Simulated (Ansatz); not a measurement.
## Electronic structure of CClSi (charge +1, triplet) in real space

```xyz
3

C     0.0000    0.0000   -0.0675
Cl    0.0000    0.0000   -1.6394
Si    0.0000    0.0000    1.7069
```

Geometry: PBE0-D4/def2-TZVP.

These are results of isolated molecule in a Gaussian basis; Kohn-Sham density functional theory, functional PBE0 (Ansatz 0.2.0), not measurements.

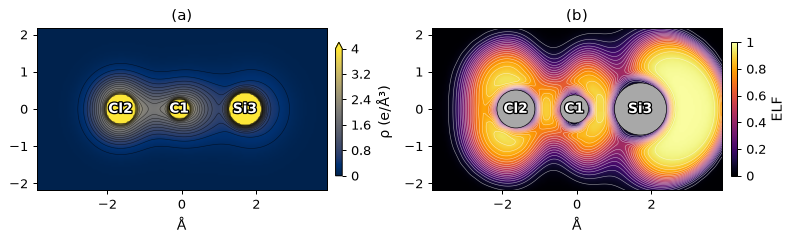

Figure 1. (a) electron density; (b) electron localisation function on a plane that holds the molecular axis. Grey discs cover the atomic cores in the ELF map.

Question: Describe what can be read from this map.

Answer:
- Atoms in the plane: C, Cl and Si.
- C–Cl (1.57 Å): the density is about 2 e/Å³ at the midpoint; the ELF peaks at about 0.90 between the atoms; a covalent bond.
- C–Si (1.77 Å): ρ is about 0.99 e/Å³ halfway; the ELF peaks at about 0.90 between the atoms; localised, covalent bonding.
- The ELF also peaks beside Cl2 and Si3, away from the bonds: non-bonding electrons, paired or unpaired.

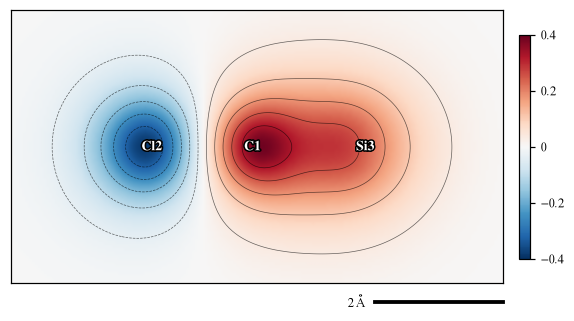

Figure 2. The HOMO (α) on a plane 0.8 Å above a plane that holds the molecular axis (values in Å⁻³ᐟ²; the overall sign is arbitrary).

Question: What is the character of this orbital?

Answer: By Hirshfeld shares it lies mainly on C1 (about 40 %), Si3 (about 30 %) and Cl2 (about 30 %); π-bonding across C1–Si3. It is one of a degenerate set, so its orientation is arbitrary. Its energy is −13.67 eV.

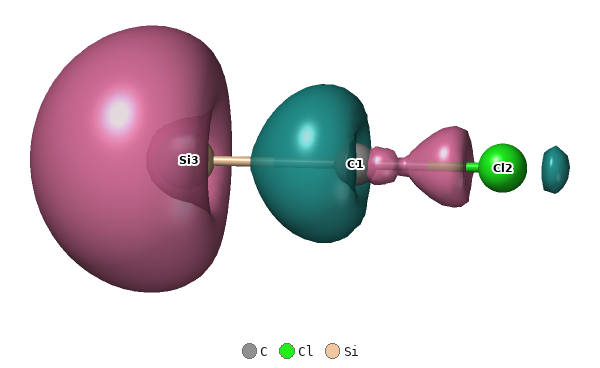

Figure 3. The HOMO (β) at ±0.15 Å⁻³ᐟ² (teal and pink are the two phases), seen from one side.

Question: Where does this orbital lie, and at what energy?

Answer: Its weight (Hirshfeld) is mainly on Si3 (about 80 %) and C1 (about 15 %); it is of σ type. Its energy is −14.92 eV.
